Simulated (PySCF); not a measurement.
# Titanium: the same states on changed settings

These states were run before on sound settings. What differs here: 26 angular points, unsound on purpose. What does it move?

The numbers are computed with PySCF 2.14.0 (unrestricted determinants in a Gaussian basis, no spin-orbit coupling in the energies), except any that are marked as measured or tabulated.

## 1. The atom as given

* Element: titanium (Z = 22)
* Basis: cc-pVTZ-DK
* Hamiltonian: scalar relativity by spin-free X2C-1e
* State 1: Ti: [Ar] 3d2 4s2, high-spin 3F determinant
* State 2: Ti⁺: [Ar] 3d2 4s1, high-spin 4F determinant
* Methods: M06-2X, MN15

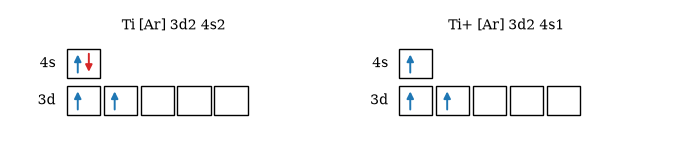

Outer shells as boxes.

The sound run (cc-pVTZ-DK, the spin-free X2C one-electron Hamiltonian (Gaussian nucleus), symmetry-adapted start, fine grid, valence correlation) gave:

```
species         method  energy (hartree)
     Ti            UHF        -852.74751
     Ti         M06-2X        -853.72377
     Ti           MN15        -854.07840
     Ti  MP2 (valence)        -852.78761
    Ti⁺            UHF        -852.54329
    Ti⁺         M06-2X        -853.46023
    Ti⁺           MN15        -853.82108
    Ti⁺  MP2 (valence)        -852.55438
```

The runs were made by one driver on top of PySCF. The scripts below sum up each run's settings (the driver also hands on starting orbitals that pick excited configurations, and frozen orbitals as a list rather than a count), and the logs come from the driver's own runs. The driver starts from symmetry-adapted Hartree-Fock orbitals, holds the occupation by maximum overlap and uses a logarithmic radial grid for functionals, so a plain start would take other cycles.

It was started by

```
OMP_NUM_THREADS=1 python atomrun2.py TASK.json OUT
```

The integrals over 68 functions and the set-up took 1.5 s of CPU time.

The grid is set inside the driver, so the scripts do not show it: 26 angular points.

## 2. Changed run, Ti, method by method

#### M06-2X

The input, input.py:

```python
from pyscf import gto, scf, dft, mp, cc
import basis_set_exchange as bse
mol = gto.M(atom="Ti 0 0 0", charge=0, spin=2, symmetry="D2h",
            basis=gto.basis.parse(bse.get_basis("cc-pVTZ-DK", elements=["Ti"], fmt="nwchem", header=False)),
            nucmod="G")
mf = dft.UKS(mol, xc="M062X").sfx2c1e()
mf.irrep_nelec = {'Ag': (5, 4), 'B1g': (1, 0), 'B1u': (2, 2), 'B2u': (2, 2), 'B3u': (2, 2)}
mf.kernel()
```

Output:

```text
damping factor = 0
level_shift factor = 0
DIIS = <class 'pyscf.scf.diis.CDIIS'>
diis_start_cycle = 1
diis_space = 10
diis_damp = 0
SCF conv_tol = 1e-09
SCF conv_tol_grad = None
number electrons alpha = 12  beta = 10
XC functionals = M062X
    Y. Zhao and D. G. Truhlar.,  Theor. Chem. Acc. 120, 215 (2008)
    Y. Zhao and D. G. Truhlar.,  Theor. Chem. Acc. 120, 215 (2008)
cycle= 1 E= -853.718263801336  delta_E= -0.00917  |g|= 0.02  |ddm|= 1.88
cycle= 2 E= -853.718745016305  delta_E= -0.000481  |g|= 0.0046  |ddm|= 0.256
cycle= 3 E= -853.718782565618  delta_E= -3.75e-05  |g|= 0.000762  |ddm|= 0.0679
cycle= 4 E= -853.718783831808  delta_E= -1.27e-06  |g|= 0.000282  |ddm|= 0.0127
cycle= 5 E= -853.71878388873  delta_E= -5.69e-08  |g|= 0.000109  |ddm|= 0.00352
cycle= 6 E= -853.718783900398  delta_E= -1.17e-08  |g|= 2.51e-05  |ddm|= 0.000912
cycle= 7 E= -853.718783904893  delta_E= -4.5e-09  |g|= 1.18e-05  |ddm|= 0.00027
cycle= 8 E= -853.718783906214  delta_E= -1.32e-09  |g|= 1.92e-06  |ddm|= 0.000196
cycle= 9 E= -853.718783906236  delta_E= -2.24e-11  |g|= 2.37e-07  |ddm|= 2.9e-05
converged SCF energy = -853.718783906236  <S^2> = 2.003156  2S+1 = 3.0021033
```

It took 0.84 s on 1 thread of Neoverse-N1, shared host, the integrals not counted.

Orbital energies by shell (radii are means over both spins):

```csv
shell,electrons,mean orbital energy (eV),spread (eV),rms radius (bohr)
1s α,1,-4939.2,0,0.0804
1s β,1,-4939.2,0,0.0804
2s α,1,-560.74,0,0.352
2s β,1,-560.07,0,0.352
2p α,3,-465.49,0.038,0.320
2p β,3,-464.88,0.006,0.320
3s α,1,-71.380,0,1.08
3s β,1,-69.390,0,1.08
3p α,3,-45.343,0.079,1.18
3p β,3,-42.930,0.007,1.18
3d α,2,-8.210,0.047,1.80
4s α,1,-5.879,0,3.81
4s β,1,-5.453,0,3.81
```

⟨S²⟩ = 2.003, ⟨L²⟩ = 12.00.

#### MN15

Changes to input.py:

```diff
@@ -5,3 +5,3 @@
             nucmod="G")
-mf = dft.UKS(mol, xc="M062X").sfx2c1e()
+mf = dft.UKS(mol, xc="MN15").sfx2c1e()
 mf.irrep_nelec = {'Ag': (5, 4), 'B1g': (1, 0), 'B1u': (2, 2), 'B2u': (2, 2), 'B3u': (2, 2)}
```

Output:

```text
damping factor = 0
level_shift factor = 0
DIIS = <class 'pyscf.scf.diis.CDIIS'>
diis_start_cycle = 1
diis_space = 10
diis_damp = 0
SCF conv_tol = 1e-09
SCF conv_tol_grad = None
number electrons alpha = 12  beta = 10
XC functionals = MN15
    H. S. Yu, X. He, S. L. Li, and D. G. Truhlar.,  Chem. Sci. 7, 5032-5051 (2016)
    H. S. Yu, X. He, S. L. Li, and D. G. Truhlar.,  Chem. Sci. 7, 5032-5051 (2016)
cycle= 1 E= -854.03867441188  delta_E= -0.0263  |g|= 0.0332  |ddm|= 6.65
cycle= 2 E= -854.039110095094  delta_E= -0.000436  |g|= 0.0118  |ddm|= 0.494
cycle= 3 E= -854.039175182127  delta_E= -6.51e-05  |g|= 0.00623  |ddm|= 0.184
cycle= 4 E= -854.03920077821  delta_E= -2.56e-05  |g|= 0.00122  |ddm|= 0.105
cycle= 5 E= -854.039216056488  delta_E= -1.53e-05  |g|= 0.000872  |ddm|= 0.0306
cycle= 6 E= -854.039231638996  delta_E= -1.56e-05  |g|= 0.000594  |ddm|= 0.0209
cycle= 7 E= -854.039242069906  delta_E= -1.04e-05  |g|= 0.000159  |ddm|= 0.0306
cycle= 8 E= -854.039242482109  delta_E= -4.12e-07  |g|= 3.05e-05  |ddm|= 0.00881
cycle= 9 E= -854.039242492288  delta_E= -1.02e-08  |g|= 4.36e-06  |ddm|= 0.00116
cycle= 10 E= -854.039242492306  delta_E= -1.8e-11  |g|= 5.84e-07  |ddm|= 0.000128
converged SCF energy = -854.039242492306  <S^2> = 2.0021404  2S+1 = 3.0014266
```

Time after the integrals: 0.93 s (1 thread of Neoverse-N1, shared host).

## 3. Changed run, Ti⁺, method by method

#### M06-2X

The input, input.py:

```python
from pyscf import gto, scf, dft, mp, cc
import basis_set_exchange as bse
mol = gto.M(atom="Ti 0 0 0", charge=1, spin=3, symmetry="D2h",
            basis=gto.basis.parse(bse.get_basis("cc-pVTZ-DK", elements=["Ti"], fmt="nwchem", header=False)),
            nucmod="G")
mf = dft.UKS(mol, xc="M062X").sfx2c1e()
mf.irrep_nelec = {'Ag': (5, 3), 'B1g': (1, 0), 'B1u': (2, 2), 'B2u': (2, 2), 'B3u': (2, 2)}
mf.kernel()
```

Output:

```text
damping factor = 0
level_shift factor = 0
DIIS = <class 'pyscf.scf.diis.CDIIS'>
diis_start_cycle = 1
diis_space = 10
diis_damp = 0
SCF conv_tol = 1e-09
SCF conv_tol_grad = None
number electrons alpha = 12  beta = 9
XC functionals = M062X
    Y. Zhao and D. G. Truhlar.,  Theor. Chem. Acc. 120, 215 (2008)
    Y. Zhao and D. G. Truhlar.,  Theor. Chem. Acc. 120, 215 (2008)
cycle= 1 E= -853.454652650053  delta_E= -0.00654  |g|= 0.0158  |ddm|= 2.15
cycle= 2 E= -853.45490678198  delta_E= -0.000254  |g|= 0.00296  |ddm|= 0.248
cycle= 3 E= -853.454919151764  delta_E= -1.24e-05  |g|= 0.00122  |ddm|= 0.0327
cycle= 4 E= -853.45491970436  delta_E= -5.53e-07  |g|= 0.000215  |ddm|= 0.0145
cycle= 5 E= -853.454919727962  delta_E= -2.36e-08  |g|= 2.3e-05  |ddm|= 0.00229
cycle= 6 E= -853.454919728226  delta_E= -2.63e-10  |g|= 1.41e-06  |ddm|= 0.000393
converged SCF energy = -853.454919728226  <S^2> = 3.7505019  2S+1 = 4.0002509
```

Time after the integrals: 0.59 s (1 thread of Neoverse-N1, shared host).

The occupied shells:

```
shell  electrons  mean orbital energy (eV)  spread (eV)  rms radius (bohr)
 1s α          1                   -4946.7            0             0.0804
 1s β          1                   -4946.6            0             0.0804
 2s α          1                   -568.09            0              0.352
 2s β          1                   -567.31            0              0.352
 2p α          3                   -472.84        0.038              0.320
 2p β          3                   -472.18        0.003              0.320
 3s α          1                   -78.822            0               1.08
 3s β          1                   -76.505            0               1.08
 3p α          3                   -52.744        0.083               1.18
 3p β          3                   -50.178        0.007               1.18
 3d α          2                   -15.553        0.062               1.71
 4s α          1                   -12.542            0               3.33
```

⟨S²⟩ = 3.751, ⟨L²⟩ = 12.00.

#### MN15

Changes to input.py:

```diff
@@ -5,3 +5,3 @@
             nucmod="G")
-mf = dft.UKS(mol, xc="M062X").sfx2c1e()
+mf = dft.UKS(mol, xc="MN15").sfx2c1e()
 mf.irrep_nelec = {'Ag': (5, 3), 'B1g': (1, 0), 'B1u': (2, 2), 'B2u': (2, 2), 'B3u': (2, 2)}
```

Output:

```text
damping factor = 0
level_shift factor = 0
DIIS = <class 'pyscf.scf.diis.CDIIS'>
diis_start_cycle = 1
diis_space = 10
diis_damp = 0
SCF conv_tol = 1e-09
SCF conv_tol_grad = None
number electrons alpha = 12  beta = 9
XC functionals = MN15
    H. S. Yu, X. He, S. L. Li, and D. G. Truhlar.,  Chem. Sci. 7, 5032-5051 (2016)
    H. S. Yu, X. He, S. L. Li, and D. G. Truhlar.,  Chem. Sci. 7, 5032-5051 (2016)
cycle= 1 E= -853.77883537094  delta_E= -0.0209  |g|= 0.0222  |ddm|= 4.93
cycle= 2 E= -853.779036059105  delta_E= -0.000201  |g|= 0.00361  |ddm|= 0.582
cycle= 3 E= -853.779048936602  delta_E= -1.29e-05  |g|= 0.0025  |ddm|= 0.0216
cycle= 4 E= -853.779051411316  delta_E= -2.47e-06  |g|= 0.000376  |ddm|= 0.0486
cycle= 5 E= -853.779051715614  delta_E= -3.04e-07  |g|= 4.39e-05  |ddm|= 0.00525
cycle= 6 E= -853.779051719275  delta_E= -3.66e-09  |g|= 3.62e-06  |ddm|= 0.000377
cycle= 7 E= -853.779051719304  delta_E= -2.84e-11  |g|= 4.69e-07  |ddm|= 9.23e-05
converged SCF energy = -853.779051719304  <S^2> = 3.7510651  2S+1 = 4.0005325
```

It took 0.68 s on 1 thread of Neoverse-N1, shared host, the integrals not counted.

## 4. Against the sound run

```
species  method  converged  energy less sound run (eV)
     Ti  M06-2X        yes                     +0.1356
     Ti    MN15        yes                     +1.0655
    Ti⁺  M06-2X        yes                     +0.1446
    Ti⁺    MN15        yes                     +1.1437
```

Ionisation energy of Ti:

```csv
method,sound run (eV),changed run (eV),shift (eV)
UHF,5.557,5.557,+0.000
M06-2X,7.171,7.180,+0.009
MN15,7.002,7.080,+0.078
```

## 5. Summary of results

| quantity | value |
| --- | --- |
| change | 26 angular points |
| runs converged | 4 of 4 |
| largest shift of a converged total energy | 1.14 eV |
| largest shift of the ionisation energy | +0.078 eV (MN15) |

The ionisation energy moves by up to 0.08 eV, at MN15. A coarse angular grid integrates products of high-l functions wrongly, so density functionals can shift, and the SCF can exploit the error; Hartree-Fock and MP2 need no grid. The setting is unsound on purpose, so these numbers are no properties of the atom.
